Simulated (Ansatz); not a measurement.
**BF2H: molecular dynamics**

The plan is to follow the molecule's vibrations and see whether its bonds hold. The start is relaxed first. Runs: 500 steps of 0.25 fs at constant energy, with velocities drawn for 700 K. SMILES of the start: FBF.

Program: Ansatz 0.2.0. Level of theory: RKS PBE0-D4/def2-SVP. These are calculated values, not measurements.

**1. The starting structure**

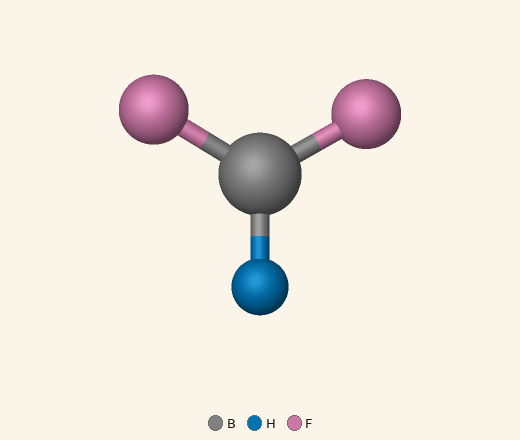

The starting structure, seen from a chosen angle (boron grey, hydrogen blue, fluorine pink).

Coordinates:

```xyz
4

B     0.0000    0.0000    0.0000
H     0.0000    0.0000    1.1900
F     1.1431    0.0000   -0.6600
F    -1.1431    0.0000   -0.6600
```

**2. Preparing the start**

Input file input.yaml:

```yaml
crystal:
  periodic: [false, false, false]
  atoms:
    - { symbol: B, position_ang: [0.0, 0.0, 0.0] }
    - { symbol: H, position_ang: [0.0, 0.0, 1.19] }
    - { symbol: F, position_ang: [1.1431, 0.0, -0.66] }
    - { symbol: F, position_ang: [-1.1431, 0.0, -0.66] }
basis:
  gaussian: { orbitals: def2-SVP }
hamiltonian:
  xc: pbe0
  dispersion: d4
relax:
  f_tol: 0.02
  max_steps: 40
output:
  orbitals: {}
```

Run with:

```sh
$ ansatz run input.yaml --threads 1 --pin off --max-ram 2048MiB --backend cpu --events-out ev --progress --plain --runs-dir out
```

Output, cut to the lines that bear on the results:

```text
Warning: RAYON_NUM_THREADS=1 ignored (pool sized by the plan → 1); use --threads N
[...]
Functional definition: PBE0
[...]
496 factors; integrals over basis functions are off by at most 4.6e-4 eV
[...]
mean field -6118.37165920 eV, -224.8460112945 hartree, gradient 2.8e-5 eV, S^2 0.000000; 0 other end points of the search recorded, 0 dependent functions left out
[...]
reference -6118.37167660 eV, -224.8460119336 hartree; 12, 12 occupied and 35, 35 virtual orbitals, 496 factors
relax step   1: F+E_penalty+E_count = -6118.39544268 eV  Δ(F+E_penalty+E_count) = +0.000e0 eV  max|allowed force component| = 4.809e-1 eV/Å  Δτ_max = 0.0000 Å  (22 SCF iters, accepted)
[...]
relax step   3: F+E_penalty+E_count = -6118.40627641 eV  Δ(F+E_penalty+E_count) = -1.762e-3 eV  max|allowed force component| = 3.048e-2 eV/Å  Δτ_max = 0.0089 Å  (23 SCF iters, accepted)
[...]
relax step   4: F+E_penalty+E_count = -6118.40628864 eV  Δ(F+E_penalty+E_count) = -1.223e-5 eV  max|allowed force component| = 5.983e-3 eV/Å  Δτ_max = 0.0004 Å  (17 SCF iters, accepted)
496 factors; integrals over basis functions are off by at most 4.7e-4 eV
[...]
mean field -6118.38243318 eV, -224.8464072308 hartree, gradient 3.0e-5 eV, S^2 0.000000; 1 other end points of the search recorded, 0 dependent functions left out
[...]
reference -6118.38245069 eV, -224.8464078741 hartree; 12, 12 occupied and 35, 35 virtual orbitals, 496 factors
Total energy: -6118.40630614 eV, -224.8472845459 hartree
Atom 0 at     0.000000     0.000000     0.004985 Å, force    -0.000000    -0.000000     0.005983 eV/Å
Atom 1 at    -0.000000    -0.000000     1.207286 Å, force    -0.000000     0.000000    -0.002795 eV/Å
Atom 2 at     1.124992    -0.000000    -0.671135 Å, force     0.000877    -0.000000    -0.001594 eV/Å
Atom 3 at    -1.124992    -0.000000    -0.671135 Å, force    -0.000877     0.000000    -0.001594 eV/Å
Dipole moment:    -0.000000    -0.000000     0.165263 e Å
```

Wall time 3.9 s (1 thread of Arm Neoverse V1, shared host); peak memory 0.099 GiB.

Step by step:

| step | energy from step 1 (eV) | largest force component (eV/Å) |
| --- | --- | --- |
| 1 | 0.0000 | 0.4809 |
| 2 | -0.0091 | 0.1932 |
| 3 | -0.0108 | 0.0305 |
| 4 | -0.0108 | 0.0060 |

Step 1 is the start.

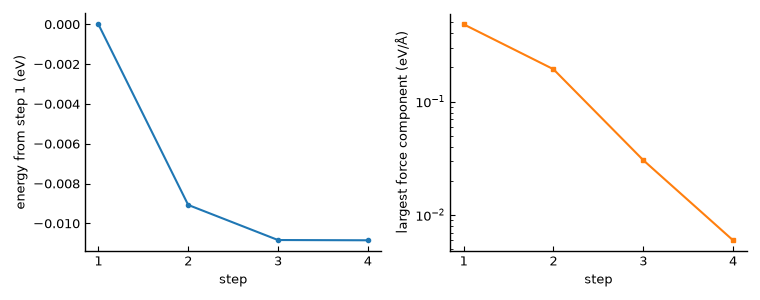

How energy and force went from step to step.

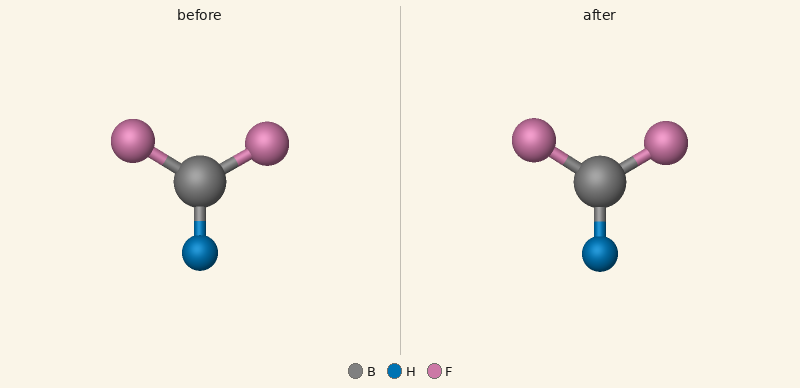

Before and after, at one scale.

After: Bond lengths: B1–H2 1.202 Å, B1–F3 1.313 Å, B1–F4 1.313 Å. Angles: H2–B1–F3 121.0°, H2–B1–F4 121.0°, F3–B1–F4 118.0°.

**3. The run**

500 steps of 0.25 fs at constant energy, with velocities drawn for 700 K, from the relaxed start. H is given a mass of 2.014 u.

Input file input.yaml:

```yaml
crystal:
  periodic: [false, false, false]
  atoms:
    - { symbol: B, position_ang: [0.0, 0.0, 0.004985] }
    - { symbol: H, position_ang: [0.0, 0.0, 1.207286] }
    - { symbol: F, position_ang: [1.124992, 0.0, -0.671135] }
    - { symbol: F, position_ang: [-1.124992, 0.0, -0.671135] }
basis:
  gaussian: { orbitals: def2-SVP }
hamiltonian:
  xc: pbe0
  dispersion: d4
md:
  timestep: 0.25
  n_steps: 500
  ensemble: nve
  temperature: 700.0
  initial_velocities: maxwell_boltzmann
  seed: 43824
  masses: [{ species: H, mass: 2.014 }]
```

Run with:

```sh
$ ansatz run input.yaml --threads 1 --pin off --max-ram 2048MiB --backend cpu --events-out ev --progress --plain --runs-dir out
```

Output, cut to the lines that bear on the results:

```text
Warning: RAYON_NUM_THREADS=1 ignored (pool sized by the plan → 1); use --threads N
[...]
[... 1 set-up line as earlier in the session ...]
[...]
496 factors; integrals over basis functions are off by at most 4.7e-4 eV
[...]
mean field -6118.38243318 eV, -224.8464072307 hartree, gradient 2.8e-5 eV, S^2 0.000000; 0 other end points of the search recorded, 0 dependent functions left out
[...]
reference -6118.38245068 eV, -224.8464078740 hartree; 12, 12 occupied and 35, 35 virtual orbitals, 496 factors
md step     0: t =     0.00 fs  T =   700.0 K  F+E_penalty+E_count = -6118.40628863 eV  E_kin = 0.180964 eV  conserved = -6118.22532464 eV  (22 SCF iters)
[...]
md step    20: t =     5.00 fs  T =   373.6 K  F+E_penalty+E_count = -6118.32186962 eV  E_kin = 0.096594 eV  conserved = -6118.22527529 eV  (20 SCF iters)
[...]
md step    40: t =    10.00 fs  T =   152.0 K  F+E_penalty+E_count = -6118.26458050 eV  E_kin = 0.039300 eV  conserved = -6118.22528061 eV  (20 SCF iters)
[...]
md step    60: t =    15.00 fs  T =   179.9 K  F+E_penalty+E_count = -6118.27177013 eV  E_kin = 0.046497 eV  conserved = -6118.22527344 eV  (20 SCF iters)
[...]
md step    80: t =    20.00 fs  T =   441.5 K  F+E_penalty+E_count = -6118.33944627 eV  E_kin = 0.114148 eV  conserved = -6118.22529780 eV  (20 SCF iters)
md step    81: t =    20.25 fs  T =   454.3 K  F+E_penalty+E_count = -6118.34275716 eV  E_kin = 0.117458 eV  conserved = -6118.22529947 eV  (20 SCF iters)
md step    82: t =    20.50 fs  T =   466.4 K  F+E_penalty+E_count = -6118.34586907 eV  E_kin = 0.120568 eV  conserved = -6118.22530107 eV  (20 SCF iters)
```

**4. More of the same log: dynamics from the start**

The log, continued, cut to the lines that bear on the results:

```text
md step    83: t =    20.75 fs  T =   477.5 K  F+E_penalty+E_count = -6118.34875660 eV  E_kin = 0.123454 eV  conserved = -6118.22530259 eV  (20 SCF iters)
[...]
md step   109: t =    27.25 fs  T =   366.3 K  F+E_penalty+E_count = -6118.31998170 eV  E_kin = 0.094701 eV  conserved = -6118.22528082 eV  (20 SCF iters)
[...]
md step   135: t =    33.75 fs  T =   352.8 K  F+E_penalty+E_count = -6118.31649492 eV  E_kin = 0.091203 eV  conserved = -6118.22529230 eV  (20 SCF iters)
[...]
md step   161: t =    40.25 fs  T =   434.1 K  F+E_penalty+E_count = -6118.33751304 eV  E_kin = 0.112223 eV  conserved = -6118.22528997 eV  (20 SCF iters)
[...]
md step   185: t =    46.25 fs  T =   272.6 K  F+E_penalty+E_count = -6118.29576437 eV  E_kin = 0.070471 eV  conserved = -6118.22529301 eV  (20 SCF iters)
md step   186: t =    46.50 fs  T =   255.1 K  F+E_penalty+E_count = -6118.29122633 eV  E_kin = 0.065936 eV  conserved = -6118.22529049 eV  (20 SCF iters)
```

**5. The output, continued: dynamics from the start**

The log, continued, cut to the lines that bear on the results:

```text
md step   187: t =    46.75 fs  T =   237.3 K  F+E_penalty+E_count = -6118.28663270 eV  E_kin = 0.061345 eV  conserved = -6118.22528785 eV  (20 SCF iters)
[...]
md step   208: t =    52.00 fs  T =    90.4 K  F+E_penalty+E_count = -6118.24863259 eV  E_kin = 0.023377 eV  conserved = -6118.22525554 eV  (17 SCF iters)
[...]
md step   229: t =    57.25 fs  T =   534.0 K  F+E_penalty+E_count = -6118.36334996 eV  E_kin = 0.138039 eV  conserved = -6118.22531052 eV  (20 SCF iters)
[...]
md step   250: t =    62.50 fs  T =   589.9 K  F+E_penalty+E_count = -6118.37778976 eV  E_kin = 0.152496 eV  conserved = -6118.22529326 eV  (20 SCF iters)
[...]
md step   498: t =   124.50 fs  T =   644.7 K  F+E_penalty+E_count = -6118.39199349 eV  E_kin = 0.166675 eV  conserved = -6118.22531821 eV  (20 SCF iters)
md step   499: t =   124.75 fs  T =   636.7 K  F+E_penalty+E_count = -6118.38991818 eV  E_kin = 0.164600 eV  conserved = -6118.22531809 eV  (20 SCF iters)
[...]
md step   500: t =   125.00 fs  T =   626.8 K  F+E_penalty+E_count = -6118.38736491 eV  E_kin = 0.162047 eV  conserved = -6118.22531764 eV  (22 SCF iters)
Total energy: -6118.38738254 eV, -224.8465891163 hartree
Atom 0 at     0.003387     0.001280     0.011640 Å, force    -0.159031    -0.035506     0.369969 eV/Å
Atom 1 at    -0.065134    -0.003224     1.222617 Å, force     0.334735     0.013681    -0.244251 eV/Å
Atom 2 at     1.113920     0.000510    -0.679503 Å, force     0.340560     0.011053     0.163919 eV/Å
Atom 3 at    -1.108943    -0.000897    -0.668179 Å, force    -0.516263     0.010773    -0.289637 eV/Å
Dipole moment:     0.006479     0.001563     0.168008 e Å
```

It took 6 min on 1 thread of Arm Neoverse V1, shared host; peak memory 0.085 GiB.

**6. What the atoms did**

One step in 36; energies are changes from step 0:

| time (fs) | T (K) | potential energy change (meV/atom) | total energy change (meV/atom) |
| --- | --- | --- | --- |
| 0.0 | 700 | 0.0 | 0.00 |
| 9.0 | 168 | 34.4 | 0.01 |
| 18.0 | 324 | 24.3 | 0.01 |
| 27.0 | 379 | 20.7 | 0.01 |
| 36.0 | 400 | 19.4 | 0.01 |
| 45.0 | 352 | 22.5 | 0.01 |
| 54.0 | 235 | 30.0 | 0.01 |
| 63.0 | 574 | 8.1 | 0.01 |
| 72.0 | 81 | 40.0 | 0.02 |
| 81.0 | 459 | 15.6 | 0.01 |
| 90.0 | 371 | 21.3 | 0.01 |
| 99.0 | 428 | 17.6 | 0.01 |
| 108.0 | 163 | 34.7 | 0.01 |
| 117.0 | 372 | 21.2 | 0.01 |
| 125.0 | 627 | 4.7 | 0.00 |

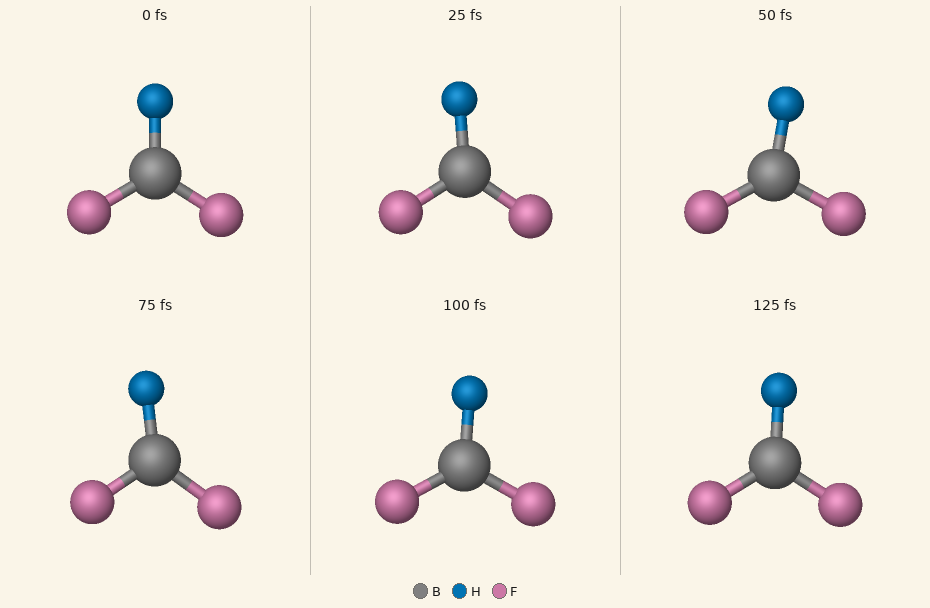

Six frames of the run, seen from a chosen angle. Sticks join atoms within a bonding distance in each frame.

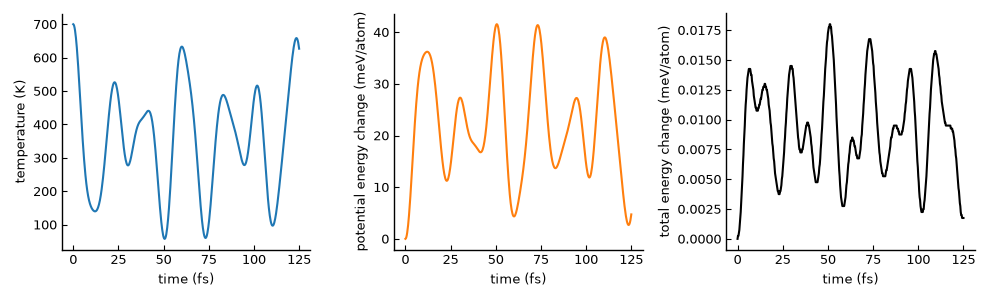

Time series of the run, each on its own scale.

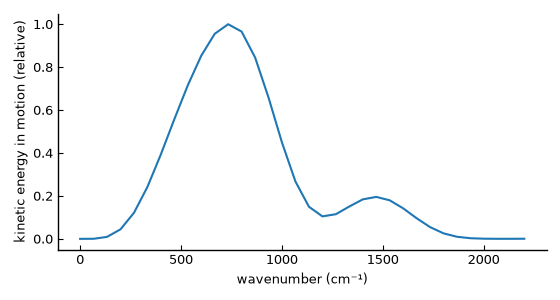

Power spectrum of the mass-weighted velocities; a run of 125 fs resolves no finer than about 530 cm⁻¹.

Maxima of the velocity power spectrum (cm⁻¹, relative height; resolution about 530 cm⁻¹): 730 (100), 1470 (20).

**7. Snapshots as a file**

Positions (Å) and forces (eV/Å):

```xyz
4
time_fs=15.5 T=197 dE=0.1301
B    -0.014   -0.006    0.054    1.392    0.135   -0.774
H    -0.124    0.010    1.250    0.510   -0.049   -0.001
F     1.091    0.001   -0.701   -0.054   -0.047    1.302
F    -1.070    0.001   -0.674   -1.848   -0.040   -0.528
4
time_fs=31.2 T=286 dE=0.1072
B     0.007    0.007    0.001   -1.094   -0.178   -0.006
H     0.169   -0.015    1.184   -0.797    0.061    0.387
F     1.117   -0.001   -0.650    1.024    0.056   -1.199
F    -1.139   -0.001   -0.688    0.867    0.061    0.818
4
time_fs=47.0 T=219 dE=0.1243
B     0.011   -0.005   -0.032   -0.797    0.123    0.132
H    -0.146    0.007    1.162    0.751   -0.042    0.141
F     1.178    0.001   -0.665   -1.115   -0.039    0.249
F    -1.169    0.001   -0.652    1.161   -0.041   -0.522
4
time_fs=62.5 T=590 dE=0.0285
B    -0.022   -0.002    0.005    1.749    0.018    0.489
H     0.032   -0.001    1.213   -0.256   -0.007   -0.149
F     1.121    0.001   -0.667   -0.355   -0.006    0.153
F    -1.112    0.000   -0.675   -1.138   -0.004   -0.493
4
time_fs=78.0 T=298 dE=0.1039
B     0.003    0.005    0.056   -0.566   -0.151   -0.772
H     0.099   -0.014    1.267   -0.463    0.057   -0.346
F     1.077    0.000   -0.675    1.194    0.046   -0.025
F    -1.089   -0.001   -0.702   -0.165    0.047    1.143
4
time_fs=93.8 T=285 dE=0.1073
B     0.018   -0.008   -0.009   -1.278    0.185    0.428
H    -0.180    0.013    1.180    0.941   -0.067    0.156
F     1.137    0.002   -0.677    0.190   -0.056    0.114
F    -1.128    0.001   -0.654    0.147   -0.062   -0.698
4
time_fs=109.5 T=105 dE=0.1538
B    -0.023    0.004   -0.030    1.644   -0.116    0.303
H     0.162   -0.009    1.168   -0.904    0.041   -0.034
F     1.171    0.000   -0.648   -1.484    0.040   -0.404
F    -1.174   -0.001   -0.670    0.745    0.035    0.135
4
time_fs=125.0 T=627 dE=0.0189
B     0.003    0.001    0.012   -0.159   -0.035    0.370
H    -0.065   -0.003    1.223    0.335    0.014   -0.244
F     1.114    0.001   -0.679    0.341    0.011    0.164
F    -1.109   -0.001   -0.668   -0.516    0.011   -0.290
```

**8. Summary of results**

```
                          quantity                         value
           relaxation of the start       3 moves, 0.011 eV lower
                            length          500 steps of 0.25 fs
  temperature, first and last step                 700 and 627 K
          temperature, second half  mean 355 K, from 60 to 659 K
     potential energy, second half   +22 meV/atom from the start
largest change of the total energy                 0.02 meV/atom
            bonds formed or broken                             0
```

The temperature starts at 700 K and averages 355 K in the second half, where it ranges from 60 to 659 K; a mean near half the start is what vibrations about a minimum give, since they share energy equally between motion and strain. The total energy strays from its start by at most 0.02 meV/atom, under 0.1 % of the mean kinetic energy, which is good for a step of 0.25 fs. No bond forms or breaks. 125 fs on 4 atoms is far too short and small for converged averages. The nuclei move classically, without zero-point motion, which matters most for hydrogen.
